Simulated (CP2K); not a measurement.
Consider dimethyl disulfide at its PBE geometry (Å).

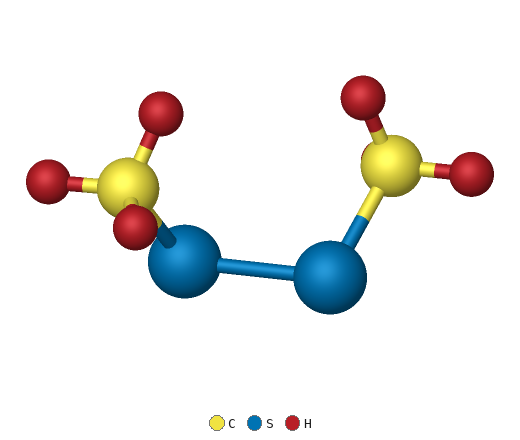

The molecule (carbon yellow, sulfur blue, hydrogen red).

```xyz
10

C     1.8794   -0.3220   -0.1359
S     0.7054    0.4215   -1.3190
S    -0.6313    1.4131   -0.1430
C    -1.8861    0.1540    0.2699
H     2.3568    0.4529    0.4741
H     2.6413   -0.8282   -0.7461
H     1.3853   -1.0628    0.5037
H    -2.3445   -0.2482   -0.6404
H    -2.6503    0.6748    0.8648
H    -1.4560   -0.6551    0.8719
```

Method: CP2K XAS_TDP, all-electron GAPW, PBEh(45%), aug-cc-pVDZ, TDA, GW2X-corrected core level, no relativity.

Question: Where do the C K-edge lines lie, and how strong are they?

Leading lines: C1 289.54 eV. The leading line of an atom is its first one with 35 % of the strongest within 2.5 eV of its lowest line over the strength cut. Core ionisation energies at this level: C1 292.56 eV.

The first six lines of each atom with a strength over 0.0015:

```csv
atom,energy (eV),states,"strength, one atom",above the computed threshold
"C1 (bonded to S and 3 H), 2 alike",289.54,1,0.0414,
,290.59,1,0.0069,
,291.07,1,0.0195,
,291.15,1,0.0222,
,291.93,1,0.0045,
,292.10,1,0.0038,
```

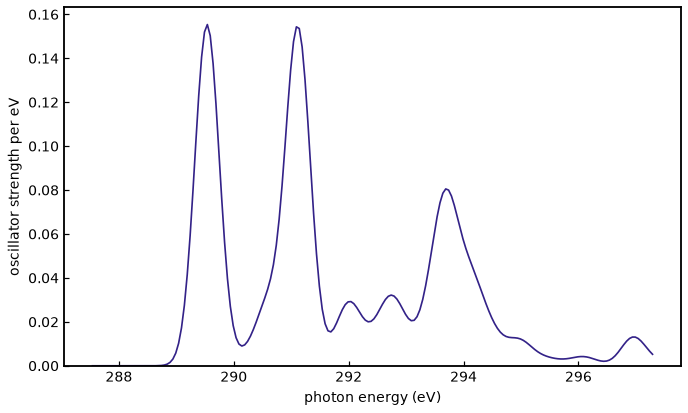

All atoms added, broadened by 0.5 eV.

Lines are vertical, at one geometry, with no vibrational structure. GW2X ionisation energies and lines can be off by 1 to 2 eV either way, and a good line position may hide errors that cancel. These values hold no scalar relativity, about 0.1 eV for C 1s. Rydberg lines, and the discretised continuum above threshold, depend on the basis and the box.

[Banner, clock and machine lines of the logs are left out without a mark of their own.]

[Logs are printed without paths, hosts, clocks, repeated set-up lines and the standing remarks that a program may print on its own settings, such as how far it seeks lower states.]

[Hosts, paths, dates, database ids (printed as entryN), source tags and the programs' standing remarks are cut or masked in the printed files.]
